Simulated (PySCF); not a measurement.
```xyz
16

C    -2.0716   -0.6792   -0.1745
C    -1.1925    0.4847   -0.0291
C     0.2645    0.1145   -0.4178
Si    0.7847   -1.4924    0.4689
Si    1.4292    1.5926   -0.1296
H    -2.4582   -1.2017    0.6777
H    -2.2780   -1.0742   -1.1513
H    -1.2058    0.8465    1.0006
H    -1.5182    1.3037   -0.6828
H     0.2703   -0.1010   -1.4920
H     0.1069   -2.6603   -0.0986
H     0.4698   -1.3850    1.8942
H     2.2302   -1.6750    0.3066
H     2.7726    1.2607   -0.6044
H     0.9264    2.7515   -0.8756
H     1.4621    1.9236    1.2963
```

Geometry: GFN2-xTB.

Computed with PySCF, UKS B3LYP, pcH-1 on C H Si, non-relativistic, mean-field spin-orbit, GIAO.

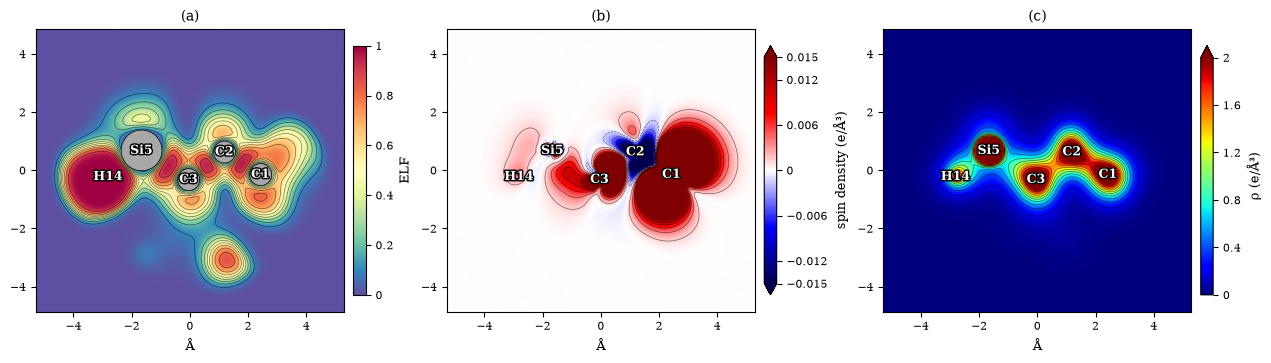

C$_{3}$H$_{11}$Si$_{2}$ (SMILES [CH2]CC([SiH3])[SiH3]) (doublet). (a) ELF; (b) spin density (α minus β); (c) total electron density on the plane of atoms C2, C3 and Si5. Grey discs cover the atomic cores in the ELF map.

### Read the bonding off the picture.

Atoms in the plane: C, Si and H.
C–C (1.47 Å): ρ is about 1.8 e/Å³ halfway; the ELF peaks at about 0.95 between the atoms; localised, covalent bonding.
C–Si (1.90 Å): ρ at the midpoint is about 0.9 e/Å³; the ELF peaks at about 0.95 between the atoms, as expected for a covalent bond.
C–C (1.55 Å): the density is about 1.5 e/Å³ at the midpoint; the ELF peaks at about 0.95 between the atoms: a covalent bond.
Si–H (1.46 Å): the density is about 0.81 e/Å³ at the midpoint; the ELF climbs to about 1 towards the hydrogen, as it does in any bond to H.
The unpaired spin (1 electron) lies mostly on C1 (about 0.7), in electrons by Hirshfeld's partition.
